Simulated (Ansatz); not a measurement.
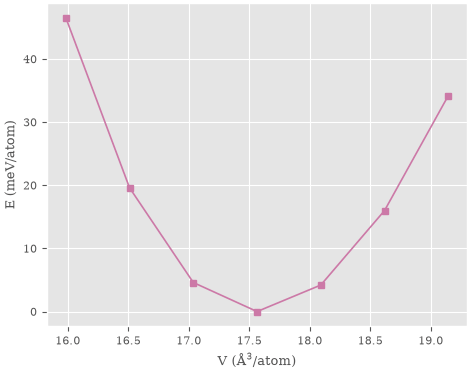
Figure. ScAl$_{3}$ in space group I4/mmm (No. 139; Al on 2b, Al on 4d, Sc on 2a) under volume change, the program Ansatz at the r²SCAN level (PAW), shape and atoms relaxed at each volume.

Q: What does a third-order Birch–Murnaghan fit give for V₀, B₀ and B′?

A: V₀ = 17.56 Å³/atom, B₀ = 89.1 GPa, B′ = 4.1.

A made-up cell: these elements were put on the sites of a structure type; the Crystallography Open Database copy checked does not list it. Its standing as an ambient phase is unchecked. The cell was relaxed with r²SCAN under the symmetry of its start; whether a distortion lowers the energy is not shown. The run is not spin-polarised.

Potentials: the later of the program's two PAW sets.
